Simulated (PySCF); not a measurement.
Molecule: H5F3OSi3, SMILES [SiH2](O[SiH3])[Si](F)(F)F. Atoms near the plane z = 0.0 Å, at the GFN2-xTB optimised geometry (x, y, z in Å): Si2 (1.5, 0.9, -0.7), F3 (0.8, 2.2, -0.2), F4 (3.0, 1.2, -0.2), Si5 (0.8, -1.1, 0.0), O6 (-0.8, -1.1, 0.0), Si7 (-2.4, -0.7, 0.0), H8 (1.2, -2.2, -0.9), H10 (-2.5, 0.6, -0.5), H12 (-3.0, -1.7, -0.9).

Method: PySCF 2.14.0 with PBE0/def2-TZVP. Cells within 0.4 Å of a nucleus heavier than hydrogen are left out (blank, or x). The values are rescaled to run from 0 to 1.

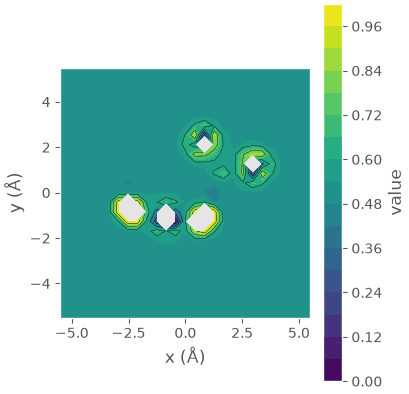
Figure. a field on the plane z = 0.0 Å.

Q: Which quantity is mapped?
A. electron localisation function
B. Laplacian of the electron density
C. log10 of the electron density
D. an orbital amplitude

A: B, Laplacian of the electron density. In full: Laplacian of the electron density (e/bohr⁵), clipped to [-1.50, 1.50].
